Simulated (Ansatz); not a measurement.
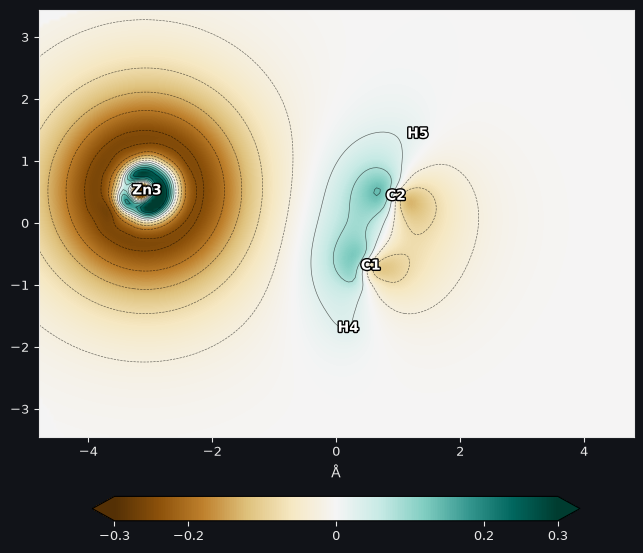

*C₂H₂Zn. The HOMO on the molecular plane (values in Å⁻³ᐟ²; the overall sign is arbitrary).*

Geometry: PBE0-D4/def2-TZVP; at this geometry the atoms fall into two loosely joined parts.

These are results of Ansatz 0.2.0, RKS PBE0-D4/def2-TZVPP, not measurements.

```xyz
5

C    -0.7405    0.1198   -0.4689
C     0.0437    1.0059   -0.2867
Zn    1.4433   -2.3249    1.4697
H    -1.4402   -0.6659   -0.6330
H     0.7435    1.7914   -0.1225
```

> Describe this orbital and give its energy.

It lies mainly on Zn3 (about 95 %). Its energy is −6.35 eV.
